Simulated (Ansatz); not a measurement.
# Glassy CaAl2Si2O8 (117 atoms): atom by atom

117 atoms (18 Al, 9 Ca, 72 O, 18 Si) placed at random at 2.71 g/cm³, melted at 4500 K for 20 ps at fixed volume with the Morse and Coulomb pair potential with partial charges (Pedone, Malavasi, Menziani, Cormack and Segre, J. Phys. Chem. B 110, 11780 (2006)). Quenched from 4500 K to 300 K at 20 K/ps and fixed volume, held 5 ps. The starting density is a measured one.

This is the geometry as built. Method: Kohn-Sham DFT, PBE, PAW (set soft_2), plane waves (Ansatz 0.2.0); cutoff 420 eV, Γ point, fermi-dirac smearing of 0.05 eV; density 2.71 g/cm³.

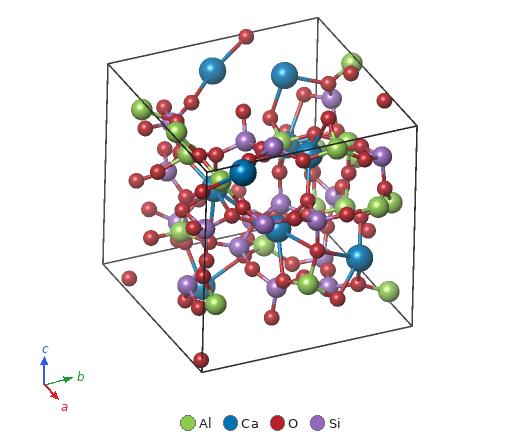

The structure (aluminium green, calcium blue, oxygen red, silicon purple). Bonds to atoms that aren't drawn are left out. Some periodic images of atoms are drawn too.

Cell vectors (Å):

```
11.536 0.000 0.000
0.000 11.536 0.000
0.000 0.000 11.536
```

Positions in Å, forces in eV/Å, q the Löwdin charge in e:

```tsv
atom	x	y	z	q	fx	fy	fz
Al1	3.944	0.013	11.030	1.31	0.934	1.815	-0.491
Al2	9.718	11.094	1.113	1.30	-0.180	0.278	-0.521
Al3	6.950	9.898	4.715	1.29	0.015	0.363	-0.758
Al4	3.572	2.521	3.199	1.34	-0.885	-0.394	0.245
Al5	11.166	5.924	3.508	1.35	0.330	0.631	-0.255
Al6	9.326	11.323	5.968	1.35	0.446	-0.775	-1.735
Al7	10.237	7.790	10.370	1.30	-0.440	0.282	1.900
Al8	11.493	9.532	7.296	1.30	0.139	0.857	-0.709
Al9	5.080	11.412	6.278	1.33	1.457	1.237	0.162
Al10	4.707	7.406	7.860	1.19	1.043	0.478	-1.277
Al11	1.136	11.039	4.679	1.26	-0.506	0.786	-0.234
Al12	10.891	0.990	3.341	1.35	-1.158	1.423	-0.731
Al13	8.881	2.074	9.112	1.36	0.565	0.319	-0.287
Al14	6.436	10.224	8.122	1.30	0.979	-0.146	-0.492
Al15	1.246	11.039	1.363	1.31	-0.365	-0.617	-1.224
Al16	6.982	0.482	11.266	1.36	1.754	-0.685	1.629
Al17	5.783	1.740	9.049	1.33	0.164	-1.042	-0.258
Al18	3.942	6.953	1.588	1.35	-1.056	1.144	2.687
Ca19	2.835	8.388	10.460	1.81	0.295	0.813	-0.616
Ca20	4.689	3.776	6.016	1.80	1.156	-0.743	0.345
Ca21	2.495	8.739	6.192	1.85	0.622	0.033	-0.055
Ca22	11.391	2.067	10.952	1.81	-0.494	-0.847	0.318
Ca23	8.123	5.644	5.115	1.79	-0.468	-0.399	0.475
Ca24	1.061	5.270	10.482	1.77	-0.673	-0.421	0.532
Ca25	7.646	7.514	8.687	1.83	0.295	-0.147	-0.058
Ca26	3.990	3.558	0.058	1.79	0.767	-0.259	-0.435
Ca27	10.406	9.095	3.871	1.82	-0.407	0.371	0.528
O28	4.598	8.211	0.590	-0.90	-0.686	-0.072	-1.544
O29	9.500	9.495	1.790	-0.90	-0.342	-1.720	0.665
O30	8.555	11.148	11.464	-0.89	-2.392	0.437	-1.565
O31	0.105	7.546	11.409	-0.90	-0.364	-1.369	-2.557
O32	11.532	7.389	2.527	-0.89	-0.693	-0.207	1.462
O33	3.578	10.991	7.054	-0.85	-1.557	-0.786	0.072
O34	2.251	1.059	8.785	-0.80	-0.460	-0.445	0.960
O35	9.639	5.286	3.023	-0.88	-0.760	-1.091	0.797
O36	2.504	2.901	7.107	-0.85	2.179	0.962	0.778
O37	5.701	1.533	5.833	-0.89	-0.783	0.602	-0.041
O38	10.961	5.189	7.350	-0.81	1.069	-1.446	0.937
O39	2.800	3.128	4.656	-0.89	0.645	1.465	0.062
O40	5.015	10.670	4.695	-0.82	-0.395	-0.590	-1.159
O41	9.831	0.613	9.337	-0.85	1.057	0.109	0.061
O42	6.926	1.227	1.361	-0.83	-1.442	1.397	-2.198
O43	7.768	1.937	3.942	-0.79	-0.326	1.936	-0.198
O44	0.380	9.746	5.569	-0.99	0.462	-0.944	0.165
O45	0.778	4.823	3.014	-0.87	0.909	2.018	2.262
O46	1.602	0.957	5.442	-0.83	0.455	1.278	0.570
O47	5.696	5.967	8.001	-0.90	0.833	-0.129	-0.440
O48	3.134	7.512	8.373	-1.09	-2.264	0.333	1.328
O49	2.479	3.459	9.841	-1.00	1.116	2.723	3.434
O50	5.530	10.739	11.494	-0.79	-0.400	0.444	-0.621
O51	9.519	3.015	7.711	-0.80	-0.964	-0.812	0.094
O52	6.491	10.288	6.382	-0.88	-0.129	-0.338	1.476
O53	5.070	3.366	3.221	-0.85	-0.141	-2.290	0.840
O54	7.243	3.530	5.879	-1.00	-0.196	4.542	0.347
O55	8.192	0.962	6.277	-0.84	-0.846	1.668	1.268
O56	4.785	1.551	10.428	-0.93	-1.389	-0.734	2.470
O57	6.427	8.133	4.433	-0.86	1.120	0.700	-0.177
O58	0.321	2.315	2.790	-0.85	-0.483	-0.214	0.144
O59	1.392	9.246	1.158	-0.86	0.546	1.378	0.135
O60	9.892	6.093	9.906	-0.87	1.314	0.416	-0.970
O61	2.623	3.230	1.924	-0.93	-0.079	0.279	-0.944
O62	10.326	9.290	9.462	-0.81	2.042	-2.058	0.749
O63	6.880	9.084	1.281	-0.77	1.618	-0.624	0.801
O64	2.587	10.147	4.228	-0.89	0.163	-0.637	-0.453
O65	11.276	0.067	0.551	-0.97	1.126	0.318	-0.499
O66	8.974	6.853	6.927	-1.04	0.049	-0.373	-0.218
O67	5.613	3.364	8.547	-0.88	-0.220	-0.194	-2.017
O68	8.708	9.927	5.142	-0.98	0.552	-1.666	-0.620
O69	11.438	7.831	7.230	-0.86	1.396	-0.129	1.595
O70	0.283	3.121	6.060	-0.78	-1.662	0.852	-0.706
O71	5.078	5.069	10.362	-0.99	-3.215	0.898	4.390
O72	8.276	7.089	2.085	-0.81	-0.365	0.089	1.265
O73	3.305	10.593	9.729	-0.90	0.730	-2.074	1.246
O74	7.355	1.576	9.862	-0.86	-0.161	0.291	-0.300
O75	9.458	3.314	10.300	-0.89	0.606	0.874	0.402
O76	4.000	7.469	3.355	-0.85	-1.195	0.486	-1.264
O77	7.293	11.044	3.318	-0.85	-0.741	-0.213	-0.069
O78	10.541	0.421	4.899	-0.88	0.626	0.039	0.185
O79	10.835	6.549	5.115	-0.89	0.032	-0.204	-1.917
O80	4.495	7.437	6.012	-0.90	-1.122	-0.068	1.070
O81	5.554	5.733	4.234	-0.86	0.850	-1.708	2.004
O82	7.137	4.783	2.462	-0.80	1.214	-0.699	0.192
O83	4.535	10.113	2.270	-0.77	0.244	-0.699	-1.287
O84	2.629	0.192	0.547	-0.89	-0.569	0.224	0.704
O85	9.349	0.811	2.337	-0.82	0.828	0.341	0.131
O86	8.734	7.997	11.266	-0.88	-0.227	0.003	-0.862
O87	3.644	0.844	3.277	-0.84	-0.174	-0.119	-0.672
O88	0.502	11.240	2.966	-0.88	0.454	-1.216	0.716
O89	5.630	0.164	8.308	-0.87	-0.540	1.646	-0.285
O90	5.670	8.740	8.538	-0.95	0.259	-1.682	0.183
O91	4.724	5.480	1.766	-0.89	0.580	-1.776	-0.779
O92	10.083	10.549	7.372	-0.82	0.754	0.364	-0.080
O93	2.232	6.847	1.058	-0.90	1.210	-1.352	-1.216
O94	7.539	4.944	9.571	-0.83	0.777	0.815	-0.138
O95	0.388	3.906	0.704	-1.04	-0.570	0.633	-4.510
O96	8.723	5.145	0.439	-0.79	0.025	-0.447	0.700
O97	8.030	10.183	8.773	-0.86	-0.077	-0.776	0.627
O98	1.326	10.223	8.118	-0.86	-0.071	-0.792	-0.034
O99	0.440	2.944	8.589	-0.86	-0.624	0.282	1.195
Si100	5.065	7.280	4.514	1.67	0.862	1.484	-0.395
Si101	7.279	2.046	5.484	1.69	-0.803	-3.199	0.445
Si102	1.737	2.554	5.685	1.74	-0.678	-2.929	0.414
Si103	1.004	3.605	2.101	1.70	1.139	-2.651	1.212
Si104	8.947	4.899	10.438	1.73	-0.878	-2.244	-1.554
Si105	8.478	5.494	1.950	1.78	0.089	0.668	0.288
Si106	2.650	11.112	8.388	1.74	0.054	-1.143	-2.031
Si107	5.623	4.766	2.927	1.74	-0.831	2.706	-1.631
Si108	7.673	0.963	2.699	1.73	1.161	-3.608	1.594
Si109	3.900	10.827	3.523	1.75	0.463	0.688	2.375
Si110	2.079	2.593	8.666	1.71	-1.877	0.505	-3.928
Si111	5.928	4.821	9.159	1.67	2.031	-0.370	-2.207
Si112	10.601	6.609	6.702	1.67	-2.680	0.131	0.231
Si113	5.421	9.520	1.082	1.78	-1.331	0.957	-0.059
Si114	9.598	10.580	8.943	1.75	-3.340	2.412	0.335
Si115	0.886	7.733	1.261	1.69	0.519	1.472	0.421
Si116	8.327	8.427	1.238	1.76	1.592	1.977	-1.511
Si117	10.967	3.529	7.407	1.73	0.963	0.636	-0.827
```

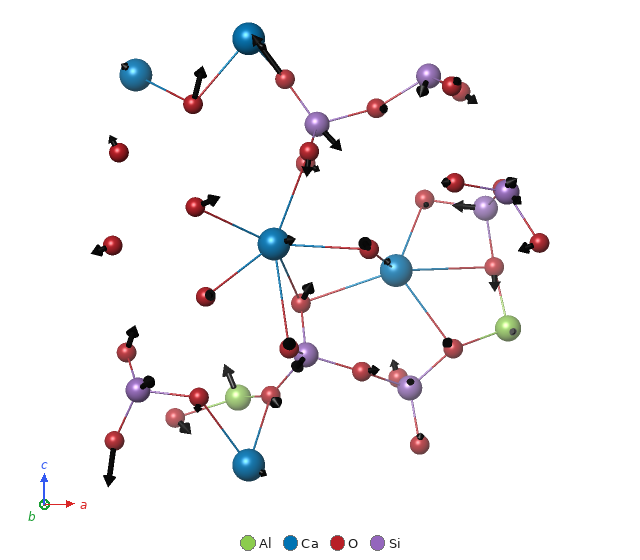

The forces as arrows, the longest 5.52 eV/Å. Drawn is a slice 4 Å thick, seen along the normal of the ac plane. Bonds to atoms that aren't drawn are left out.

The quench rate of 20 K/ps is many orders above laboratory rates, so the cell is likely richer in defects and strain than a real sample. The force components of 1.2 eV/Å r.m.s. hold both thermal displacement and the mismatch between the potential that made the cell and DFT. The network of bonds at the start is that of the classical potential that made the cell, and needn't be the one that DFT or experiment would give. Only the Γ point is sampled, in a cell whose shortest periodic width is 12 Å. The Löwdin charges lack the electrons that the projection spills, 0.067 e an atom on average.

The r.m.s. force component is 1.20 eV/Å; the longest force, 5.52 eV/Å, acts on O71.

[Logs are printed without paths, hosts, clocks, repeated set-up lines and the standing remarks that a program may print on its own settings, such as how far it seeks lower states.]

[Hosts, paths, dates, database ids (printed as entryN), source tags and the programs' standing remarks are cut or masked in the printed files.]
